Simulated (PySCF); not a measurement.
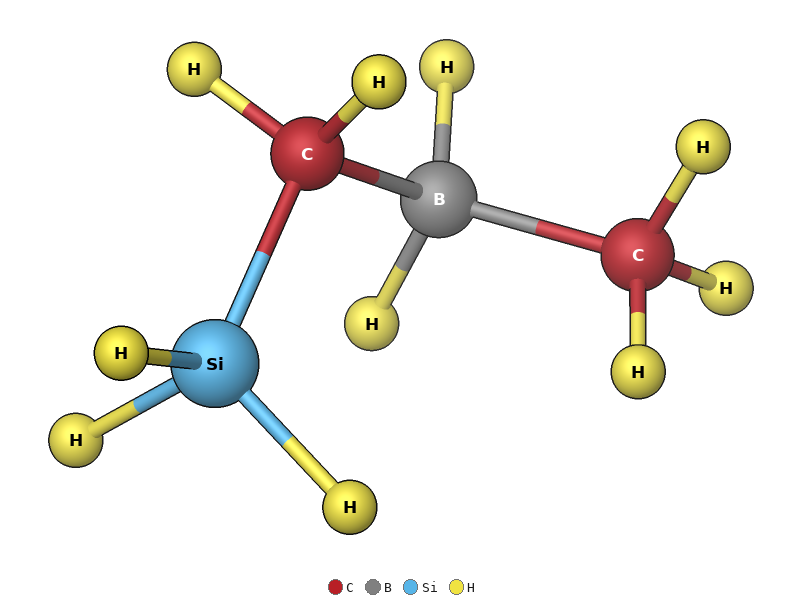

Charge −1, singlet. The computed structure is the end point of a PBE0-D3(BJ)/def2-SVP optimisation. No frequency run is at hand to confirm it as a minimum. Program: PySCF 2.14.0.

Tabulate HOMO energy (eV) at these levels: PBE0/def2-SVPD; PBE0/def2-SVPD in dichloromethane (IEF-PCM); PBE0/def2-SVPD in methanol (IEF-PCM); PBE0/pcSseg-1 in dichloromethane (IEF-PCM); PBE0/pcSseg-1 in methanol (IEF-PCM).

```csv
level,HOMO energy (eV)
PBE0/def2-SVPD,−2.05
PBE0/def2-SVPD in dichloromethane (IEF-PCM),−6.03
PBE0/def2-SVPD in methanol (IEF-PCM),−6.41
PBE0/pcSseg-1 in dichloromethane (IEF-PCM),−6.03
PBE0/pcSseg-1 in methanol (IEF-PCM),−6.42
```
